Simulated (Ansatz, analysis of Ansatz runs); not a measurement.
## How large a cell does a hop of H in MgH2 (Pbcn) need?

Aim: the barrier of one jump in MgH2 (Pbcn) (V_H hop (2.6 Å), charge +1) in cells of several sizes and samplings, and what each costs. The smallest model is a cell of 48 host atoms with 1 H taken out.

Method: plane-wave PAW DFT, PBEsol; nudged elastic band between two relaxed defect structures at fixed charge in a uniform background, in Ansatz 0.2.0.

## 1. Starting point

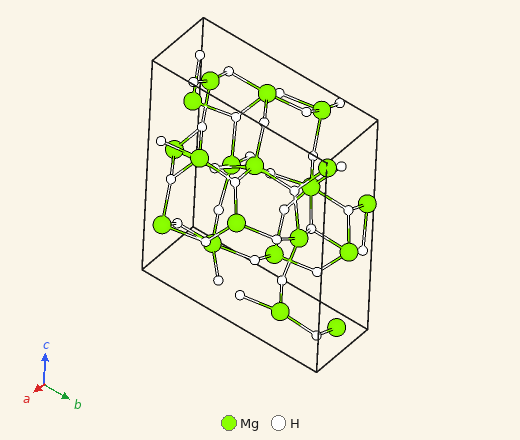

The starting structure, seen slightly off an axis (magnesium green, hydrogen white). Some periodic images of atoms are drawn too.

The cell holds 47 atoms: 16 Mg and 31 H. Cell: a = 8.549 Å, b = 8.549 Å, c = 8.549 Å, α = 116.9°, β = 101.8°, γ = 110.1°. It derives from MgH2 (space group Pbcn). Nearest the centre at fractional (0.321, 0.625, 0.697): H38 at 1.18 Å, Mg6 at 1.73 Å, H24 at 2.12 Å, H25 at 2.16 Å, Mg13 at 2.40 Å, Mg10 at 2.54 Å, H45 at 2.55 Å, H33 at 2.60 Å. The cell carries charge +1.

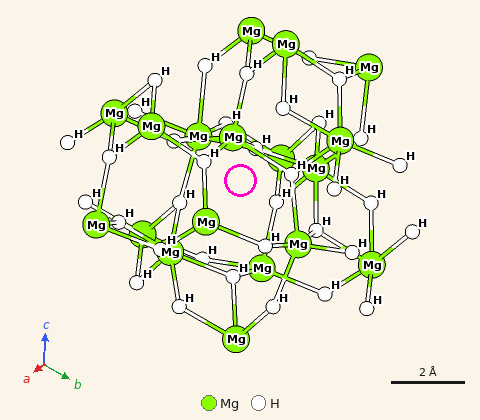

The atoms within 5 Å of the centre. A ring marks the centre wherever it is empty.

The cell's shortest repeat is 8.5 Å.

## 2. The band in the smallest cell

In each cell both ends are relaxed first and a climbing-image band joins them. Strain fields of neighbouring copies, and their charges if any, can act otherwise on the top of the path than on its ends, so the barrier may drift with size.

The input, qp1_c48k8s.neb/input.yaml:

```yaml
crystal:
  lattice:
    - [-4.47603052, 5.39366934, 4.89464593]
    - [4.47603052, -5.39366934, 4.89464593]
    - [4.47603052, 5.39366934, -4.89464593]
  atoms:
    - { symbol: Mg, position: [0.28954636, 0.12779037, 0.66389527] }
    - { symbol: Mg, position: [0.28806509, 0.62851631, 0.17723377] }
    - { symbol: Mg, position: [0.77605611, 0.11736424, 0.16115686] }
    - { symbol: Mg, position: [0.79345138, 0.63051928, 0.6627641] }
    - { symbol: Mg, position: [0.46062445, 0.12643278, 0.33798961] }
    - { symbol: Mg, position: [0.47111145, 0.62824841, 0.86907769] }
    - { symbol: Mg, position: [0.96575644, 0.12844, 0.82869403] }
    - { symbol: Mg, position: [0.95954219, 0.6230741, 0.33706889] }
    - { symbol: Mg, position: [0.17859012, 0.33456263, 0.29319412] }
    - { symbol: Mg, position: [0.21204036, 0.87725671, 0.83724355] }
    - { symbol: Mg, position: [0.71328351, 0.38529664, 0.83535862] }
    - { symbol: Mg, position: [0.71451774, 0.87721024, 0.34370591] }
    - { symbol: Mg, position: [0.04485094, 0.38278977, 0.66402563] }
    - { symbol: Mg, position: [0.03740314, 0.86856549, 0.16351037] }
    - { symbol: Mg, position: [0.54017824, 0.37661726, 0.16551429] }
    - { symbol: Mg, position: [0.55627757, 0.91826986, 0.6821555] }
    - { symbol: H, position: [0.16252707, 0.07885892, 0.81406722] }
    - { symbol: H, position: [0.16185504, 0.57122584, 0.32647131] }
    - { symbol: H, position: [0.65320541, 0.06941964, 0.31156887] }
    - { symbol: H, position: [0.64979643, 0.57268454, 0.79985477] }
    - { symbol: H, position: [0.10367084, 0.41071747, 0.91931233] }
    - { symbol: H, position: [0.09183263, 0.90276716, 0.41806418] }
    - { symbol: H, position: [0.58466526, 0.40827146, 0.42110957] }
    - { symbol: H, position: [0.58354975, 0.88738711, 0.89943834] }
    - { symbol: H, position: [0.27262538, 0.35288945, 0.68128724] }
    - { symbol: H, position: [0.26439987, 0.84574821, 0.19076813] }
    - { symbol: H, position: [0.761402, 0.34377055, 0.18893886] }
    - { symbol: H, position: [0.75867936, 0.84982695, 0.68426197] }
    - { symbol: H, position: [0.48905007, 0.17108032, 0.58431291] }
    - { symbol: H, position: [0.48634091, 0.67342226, 0.10154616] }
    - { symbol: H, position: [0.96332204, 0.15483224, 0.06131014] }
    - { symbol: H, position: [0.99068796, 0.67449541, 0.58400949] }
    - { symbol: H, position: [0.01008733, 0.31498354, 0.40870176] }
    - { symbol: H, position: [0.01390012, 0.82660104, 0.91834092] }
    - { symbol: H, position: [0.51522898, 0.33598921, 0.91948485] }
    - { symbol: H, position: [0.51466515, 0.824017, 0.42522809] }
    - { symbol: H, position: [0.23311904, 0.14906687, 0.30996112] }
    - { symbol: H, position: [0.24763046, 0.65624575, 0.8008524] }
    - { symbol: H, position: [0.75419345, 0.17759646, 0.82385796] }
    - { symbol: H, position: [0.73837061, 0.65514619, 0.31812645] }
    - { symbol: H, position: [0.41292542, 0.09613584, 0.08339365] }
    - { symbol: H, position: [0.91573029, 0.10282656, 0.58191789] }
    - { symbol: H, position: [0.91041963, 0.59311853, 0.08429805] }
    - { symbol: H, position: [0.34072049, 0.42251972, 0.19273783] }
    - { symbol: H, position: [0.34202502, 0.92534358, 0.68705322] }
    - { symbol: H, position: [0.84489541, 0.42928632, 0.68658737] }
    - { symbol: H, position: [0.82962615, 0.91034368, 0.1753219] }
total_charge: 1
basis:
  ecutwfc: 420
  xc_grid: 2
hamiltonian:
  xc: pbesol
kpoints:
  mp_grid: { grid: [2, 2, 2], shift: [0.5, 0.5, 0.5] }
scf:
  occupations: { method: fixed }
  max_iter: 100
output:
  forces: true
neb:
  images: 3
  f_tol: 0.04
  climbing: true
  initial_path: idpp
  max_iterations: 45
  order_check: false
  final_atoms:
    - { symbol: Mg, position: [0.29431736, 0.13400302, 0.66040109] }
    - { symbol: Mg, position: [0.28250848, 0.62094634, 0.16451184] }
[... 3 atom lines left out ...]
    - { symbol: Mg, position: [0.49114965, 0.62316063, 0.84435384] }
[... 2 atom lines left out ...]
    - { symbol: Mg, position: [0.21032953, 0.37416138, 0.33609527] }
    - { symbol: Mg, position: [0.20872864, 0.91660516, 0.84555718] }
[... 2 atom lines left out ...]
    - { symbol: Mg, position: [0.01443722, 0.3328014, 0.63967271] }
[... 2 atom lines left out ...]
    - { symbol: Mg, position: [0.53186822, 0.86872085, 0.66391115] }
[... 1 atom line left out ...]
    - { symbol: H, position: [0.15939986, 0.57644283, 0.31719143] }
[... 1 atom line left out ...]
    - { symbol: H, position: [0.67771636, 0.57704317, 0.81361577] }
[... 3 atom lines left out ...]
    - { symbol: H, position: [0.57902769, 0.89834142, 0.92105288] }
    - { symbol: H, position: [0.26260043, 0.36406837, 0.69843631] }
[... 7 atom lines left out ...]
    - { symbol: H, position: [0.0122029, 0.32556408, 0.41822802] }
[... 4 atom lines left out ...]
    - { symbol: H, position: [0.39528464, 0.59511108, 0.59257536] }
[... 6 atom lines left out ...]
    - { symbol: H, position: [0.34432483, 0.93657164, 0.69717094] }
[... 1 atom line left out ...]
    - { symbol: H, position: [0.8337199, 0.9151116, 0.18054973] }
```

Launch:

```
$ ansatz run input.yaml --threads 32 --pin off --max-ram 84787MiB --backend cuda --events-out ev --progress --plain --runs-dir out --max-vram 78GiB
```

Numbers of over 12 decimals in the logs are rounded to 6 here.

The log of the run:

```text
[... repeated set-up lines and file paths are left out, and long positions are rounded to six places ...]
Warning: neb: disabling space-group detection — the band's intermediate images generally break the endpoint symmetry, so no spatial operation reduces the k-mesh or symmetrises the density, except that a semilocal band can use its path's symmetry ahead of [...]
Engine: ansatz 0.2.0, aarch64-unknown-linux-gnu
Pseudopotentials: kind: paw
Pseudopotential: Mg, paw, valence charge 10, recommended cutoff 420 eV (normal), Mg.paw.azcp
Pseudopotential: H, paw, valence charge 1, recommended cutoff 420 eV (normal), H.paw.azcp
Functional definition: PBEsol
  exchange = pbesol_x
  correlation = pbesol_c
parallel-image band execution: 3 concurrent image workers
NEB image 0
[...]
Crystal: 47 atoms, lattice volume = 472.671 Å³
Basis set: ecut = 420 eV, 9249 PW (Γ), exchange–correlation on 120×120×120 points (8 copies of the dense FFT grid, shifted against one another)
Bands: 142, of which v1, the nominal top of the filled ones, is band 95 counted from 1 (94 counted from 0)
Symmetry: 1 space group operations
k-points: 4 of 8 (time reversal used)
Non-local potential: Mg, projectors of the file, l = 0: 3, l = 1: 2, l = 2: 1
Non-local potential: H, projectors of the file, l = 0: 2, l = 1: 1
PAW form: soft (Blöchl's): semilocal exchange-correlation on the pseudo side does not see the compensation charge
PAW frozen core: Mg, regenerated for the run's functional, and the local potential with it (the file was generated under x = pbe(κ = 0.804, μ = 0.219515), c = pbe(β = 0.066725))
PAW one-centre angular grid: Mg, 110 points (default); XC on 64 Gauss nodes
PAW one-centre angular grid: H, 110 points (default); XC on 64 Gauss nodes
Initial density: superposition of atomic densities (neutral atoms scaled as one to the charged cell's electrons: chi_scale 0, normalization atom), corrected by the library's trained network
Initial wavefunctions: pseudopotential atomic-orbital guess
[...]
Functional: x = pbesol(κ = 0.804, μ = 0.123457), c = pbesol(β = 0.046)
SCF iter   1: F=—  HF=-31090.564544 eV  |F-HF|=—  |Δ(HF+E_count)|=         —  Δρ=1.33e-2  dr2=6.66e-1  ethr=1.77e-3  ⟨swp⟩=5.2  Hψ=1707  notcnv=0  defer=180
preconditioner: auto → Resta (q_TF=auto, 2.344 Å⁻¹)  ε∞=2.7  [insulator: Δε(μ)=3.025 eV  Ē_g=10.339 eV  n_scr=104 (ndim 8)  ℏωp=13.4 eV  f_vac=0.001  ε∞_Penn≈2.7]
SCF iter   2: F=—  HF=-31090.316108 eV  |F-HF|=—  |Δ(HF+E_count)|=   2.48e-1  Δρ=5.83e-3  dr2=1.58e-1  ethr=3.51e-4  ⟨swp⟩=2.5  Hψ=769  notcnv=0  defer=177
[...]
SCF iter   7: F=-31090.247161 eV  HF=-31090.247161 eV  |F-HF|=7.68e-9  |Δ(HF+E_count)|=   3.72e-7  Δρ=1.50e-6  dr2=1.22e-8  ethr=5.26e-11  ⟨swp⟩=5.0  Hψ=1754  notcnv=0
SCF 1 converged in 7 iterations: F = -31090.247161 eV  dr2 = 1.22e-8
[...]
SCF 3 converged in 7 iterations: F = -31089.983127 eV  dr2 = 1.13e-8
[...]
SCF 4 converged in 7 iterations: F = -31089.707734 eV  dr2 = 8.59e-9
[...]
SCF 5 converged in 7 iterations: F = -31089.981874 eV  dr2 = 1.16e-8
[...]
SCF 6 converged in 7 iterations: F = -31089.962454 eV  dr2 = 5.14e-9
[...]
SCF 7 converged in 7 iterations: F = -31089.721405 eV  dr2 = 6.60e-9
[...]
SCF 8 converged in 7 iterations: F = -31089.968920 eV  dr2 = 5.81e-9
[...]
SCF 20 converged in 5 iterations: F = -31090.101786 eV  dr2 = 1.64e-9
[...]
SCF 21 converged in 4 iterations: F = -31090.102290 eV  dr2 = 7.88e-9
[...]
SCF 22 converged in 5 iterations: F = -31089.883032 eV  dr2 = 1.60e-9
[...]
SCF 23 converged in 4 iterations: F = -31090.102353 eV  dr2 = 6.52e-9
[...]
SCF converged after 5 iterations
[...]
this run last wrote the band of iteration 7 to <dir>
--- NEB band (5 images, 7 band iterations, 132 SCF iterations) ---
  forward barrier  = 0.364130 eV
  backward barrier = 0.364213 eV
  climbing image's point = of an order that was not read
  energies are F+E_penalty+E_count in eV, relative to image 0
  image     s (Å)  Δ vs image 0  max|band force component| (eV/Å)
      0    0.0000      0.000000                                 —
      1    0.7098      0.144871                          6.048e-3
  *   2    1.4195      0.364130                          1.050e-2
      3    2.1293      0.144808                          5.940e-3
      4    2.8391     -0.000084                                 —
  climbing-image geometry (image 2):
  cell:  # Å, volume = 472.6706 Å³
    - [-4.47603052, 5.39366934, 4.89464593]
    - [4.47603052, -5.39366934, 4.89464593]
    - [4.47603052, 5.39366934, -4.89464593]
  atoms:
    - { symbol: Mg, position: [0.292608, 0.130026, 0.661380] }
    - { symbol: Mg, position: [0.285083, 0.627074, 0.176514] }
    - { symbol: Mg, position: [0.781366, 0.121193, 0.163716] }
    - { symbol: Mg, position: [0.799474, 0.624207, 0.659192] }
    - { symbol: Mg, position: [0.460775, 0.125629, 0.336358] }
    - { symbol: Mg, position: [0.481784, 0.625609, 0.857388] }
    - { symbol: Mg, position: [0.962351, 0.125654, 0.837917] }
    - { symbol: Mg, position: [0.954885, 0.625637, 0.330458] }
[...]
- { symbol: Mg, position: [0.037273, 0.355605, 0.651517] }
    - { symbol: Mg, position: [0.038880, 0.876402, 0.163546] }
    - { symbol: Mg, position: [0.537214, 0.374874, 0.163701] }
    - { symbol: Mg, position: [0.545994, 0.895710, 0.682851] }
    - { symbol: H, position: [0.162501, 0.084085, 0.813932] }
    - { symbol: H, position: [0.158329, 0.579000, 0.327086] }
    - { symbol: H, position: [0.656646, 0.073610, 0.315321] }
    - { symbol: H, position: [0.657976, 0.568231, 0.795747] }
    - { symbol: H, position: [0.097594, 0.410209, 0.916799] }
    - { symbol: H, position: [0.091438, 0.906166, 0.416881] }
    - { symbol: H, position: [0.591832, 0.404782, 0.417836] }
    - { symbol: H, position: [0.595732, 0.899251, 0.917041] }
[...]
- { symbol: H, position: [0.341912, 0.428736, 0.202268] }
    - { symbol: H, position: [0.354083, 0.947165, 0.697185] }
    - { symbol: H, position: [0.854919, 0.428551, 0.689313] }
    - { symbol: H, position: [0.827650, 0.907091, 0.175280] }
```

Wall time 5.9 s (1 × NVIDIA GB200 with 32 threads of Arm Neoverse V2, shared host); peak memory 1.4 GiB; 30 s of CPU time.

In the SCF lines HF is the Harris–Foulkes energy and dr2 the Hartree energy of the density residual, in eV; the loop may stop once dr2 is under the threshold and the program's other checks hold. Hψ counts applications of the Hamiltonian.

Images along the path:

```tsv
image	path (Å)	energy (eV)	H38: x, y, z (Å)
0	0.000	0.0000	5.414, 2.116, 0.504
1	0.710	0.1449	4.951, 1.905, 0.830
2	1.420	0.3641	4.481, 1.825, 1.225
3	2.129	0.1448	4.012, 1.907, 1.618
4	2.839	-0.0001	3.547, 2.118, 1.947
```

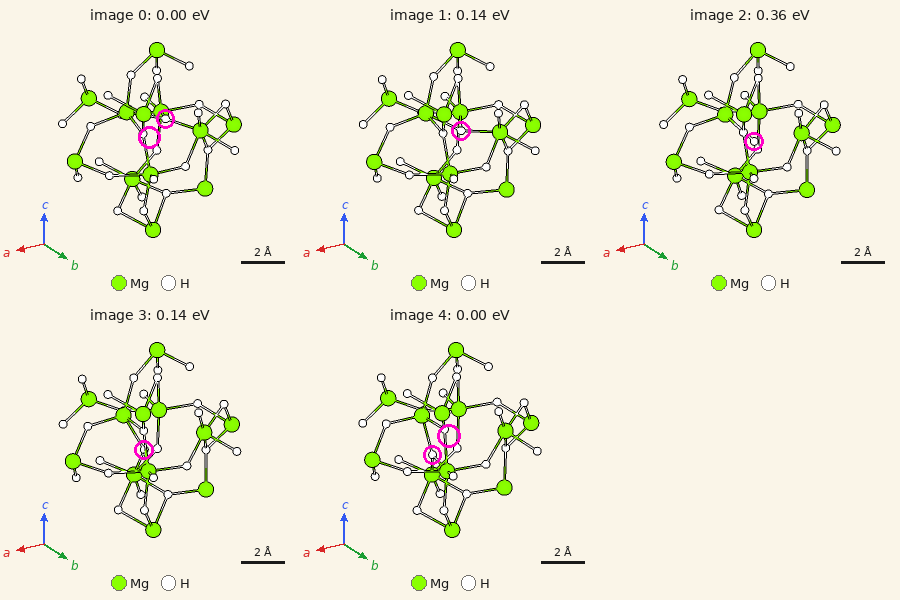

Images along the path; H38 is ringed. A ring with no atom in it marks the empty centre.

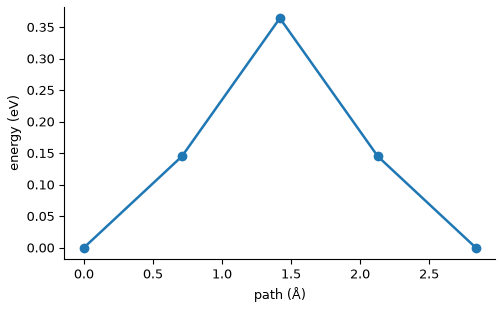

Energy along the path.

## 3. The series

The other cells are run alike, on 1 × NVIDIA GB200 with 32 threads of Arm Neoverse V2, shared host.

```tsv
host atoms	shortest repeat (Å)	k-points	forward (eV)	backward (eV)	hop length (Å)	iterations	time of the band	peak memory (GiB)
48	8.6	a 2×2×2 shifted mesh	0.364	0.364	2.36	7	6 s	1.4
96	8.9	one point at (¼, ¼, ¼)	0.347	0.348	2.33	6	6 s	1.8
192	13.3	one point at (¼, ¼, ¼)	0.340	0.340	2.34	6	11 s	2.8
```

Energies along each band (eV from the start):

```tsv
host atoms	k-points	energies
48	a 2×2×2 shifted mesh	0.000, 0.145, 0.364, 0.145, 0.000
96	one point at (¼, ¼, ¼)	0.000, 0.140, 0.347, 0.140, -0.001
192	one point at (¼, ¼, ¼)	0.000, 0.135, 0.340, 0.137, 0.000
```

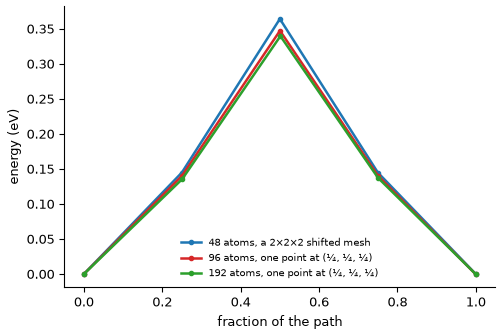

The bands, by cell.

## 4. What came out

| Quantity | Value |
| --- | --- |
| barrier, 48 atoms, a 2×2×2 shifted mesh | 0.364 eV |
| barrier, 96 atoms, one point at (¼, ¼, ¼) | 0.347 eV |
| barrier, 192 atoms, one point at (¼, ¼, ¼) | 0.340 eV |

In words: The largest cell gives a barrier of 0.34 eV and the first set-up 0.36 eV; over the series the values spread by 0.02 eV. The last two differ by 0.008 eV, and the values run one way, so the series seems to settle. From 48 atoms on it stays within 0.05 eV of the last value, at 55 % of the last band's time. One k-point samples cells of unlike shape differently, so the spread mixes size with sampling. No image-charge correction is applied. The order of the top as a saddle was not checked for all atoms, so a bent path could be lower. Limits: one k-point off the zone centre stands for the whole zone.

[Logs are printed without paths, hosts, clocks, repeated set-up lines and the standing remarks that a program may print on its own settings, such as how far it seeks lower states.]

[Hosts, paths, dates, database ids (printed as entryN), source tags and the programs' standing remarks are cut or masked in the printed files.]
